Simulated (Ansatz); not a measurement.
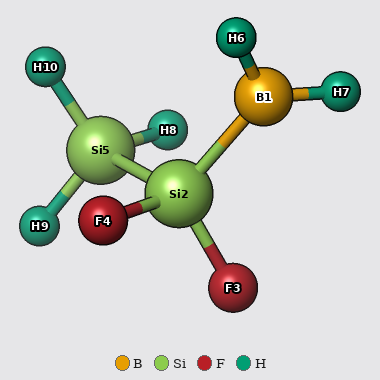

The system is BF2H5Si2, SMILES B[Si](F)(F)[SiH3]; the picture shows the reference structure. First axis: dihedral H6–B1–Si2–Si5. Second axis: dihedral B1–Si2–Si5–H8. Nothing is relaxed (all other coordinates rigid). The scan uses a 10 × 11 grid. Points are written as (first, second). Energies: kJ/mol, counted from the lowest grid point. All numbers below come from Ansatz 0.2.0, RKS PBE0-D4/def2-SVP.

Its coordinates:

```xyz
10

B    -0.7886    1.0356   -1.5329
Si   -0.3484   -0.6315   -0.5070
F    -1.6928   -1.4529   -0.0995
F     0.5337   -1.6658   -1.4015
Si    0.8513   -0.1949    1.4730
H    -0.0023    1.4931   -2.3260
H    -1.7893    1.6626   -1.2843
H     0.0448    0.6935    2.3650
H     1.1371   -1.4827    2.1742
H     2.1374    0.4920    1.1421
```

Range: dihedral H6–B1–Si2–Si5 from −180 to 144°; dihedral B1–Si2–Si5–H8 from −30 to 150°.

What landscape does the calculation give?

The lowest grid point is at (72°, 60°). The bottom of the well lies between grid points, at about (85°, 60°), about 0.47 kJ/mol lower on the interpolated surface. The energy also falls towards the edge at (72°, 150°) (1.3 kJ/mol above the lowest) and (72°, −30°) (1.7 kJ/mol above the lowest), where a further well may lie outside the range. A higher local minimum lies near (−108°, 60°) (2.6 kJ/mol above the lowest at that grid point). The highest grid point, (−180°, 114°), lies 12.3 kJ/mol above the lowest. On the interpolated surface the easiest way out of the lowest well to the well at about (−95°, 60°) passes a barrier of about 8 kJ/mol, counted from the interpolated bottom of the well.

| dihedral B1–Si2–Si5–H8 ↓, dihedral H6–B1–Si2–Si5 → | −180 | −144 | −108 | −72 | −36 | 0 | 36 | 72 | 108 | 144 |
| --- | --- | --- | --- | --- | --- | --- | --- | --- | --- | --- |
| 150 | 9.9 | 7.0 | 3.9 | 4.8 | 8.5 | 9.8 | 5.9 | 1.3 | 2.4 | 7.7 |
| 132 | 11.9 | 8.8 | 5.2 | 5.9 | 10.1 | 11.8 | 7.7 | 2.6 | 3.5 | 9.2 |
| 114 | 12.3 | 9.5 | 5.6 | 6.0 | 10.0 | 12.2 | 8.4 | 3.0 | 3.5 | 9.2 |
| 96 | 10.8 | 8.5 | 4.8 | 4.8 | 8.5 | 10.7 | 7.4 | 2.1 | 2.3 | 7.6 |
| 78 | 8.6 | 6.6 | 3.4 | 3.4 | 6.6 | 8.5 | 5.5 | 0.8 | 1.0 | 5.7 |
| 60 | 7.6 | 5.5 | 2.6 | 3.0 | 6.1 | 7.5 | 4.3 | 0.0 | 0.5 | 5.2 |
| 42 | 8.5 | 5.9 | 3.1 | 3.8 | 7.2 | 8.4 | 4.8 | 0.4 | 1.4 | 6.3 |
| 24 | 10.6 | 7.6 | 4.4 | 5.2 | 9.1 | 10.6 | 6.5 | 1.7 | 2.8 | 8.3 |
| 6 | 12.2 | 9.2 | 5.5 | 6.1 | 10.2 | 12.2 | 8.1 | 2.8 | 3.7 | 9.4 |
| −12 | 12.0 | 9.3 | 5.5 | 5.7 | 9.6 | 11.9 | 8.2 | 2.8 | 3.2 | 8.8 |
| −30 | 10.1 | 7.9 | 4.3 | 4.3 | 7.8 | 10.0 | 6.8 | 1.7 | 1.9 | 6.9 |

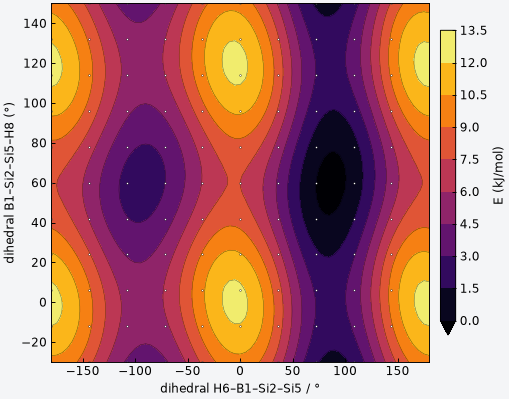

The picture shows filled contours, dots at the grid points. Between grid points the surface is interpolated.

Time for the 110 points that were run: 8.1 min on 1 thread of Intel(R) Xeon(R) 6975P-C (Granite Rapids), with other jobs on the host.
